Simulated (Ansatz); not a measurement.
System (SMILES): F[C]F (closed-shell singlet).
Atoms: F1, C2, F3. Bonds: F1-C2, C2-F3.

Basis-set convergence of the optimised F1-C2 bond length at HF with Ansatz (a first-principles code). Cartesian d functions, on some or all atoms, in 6-31G**, 6-31+G*; all else is spherical. The program fits the integrals of some runs and decomposes those of others, by size. A restricted Hartree-Fock determinant is unstable towards unrestricted orbitals. No added dispersion term, no relativity. Reference: the value in def2-QZVPPD, 1.2709 Å, itself unsure by roughly 0.0003 Å (its mean distance from pcseg-3, def2-QZVPP, cc-pVQZ). Deviations are taken from unrounded values.

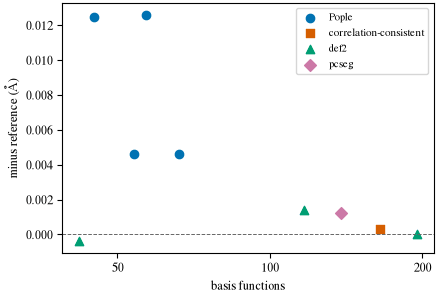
Fig. 1. Deviation from the reference against the number of basis functions, by family of sets.

```
basis        functions  optimised F1-C2 bond length (Å)  minus reference (Å)
-----------  ---------  -------------------------------  -------------------
def2-SVP            42                           1.2705              -0.0004
6-31G**             45                           1.2833               0.0124
6-311G**            54                           1.2755               0.0046
6-31+G*             57                           1.2835               0.0126
6-311+G**           66                           1.2755               0.0046
def2-TZVPPD        117                           1.2723               0.0014
aug-pcseg-2        138                           1.2721               0.0012
cc-pVQZ            165                           1.2711               0.0003
def2-QZVPPD        195                           1.2709               0.0000
```
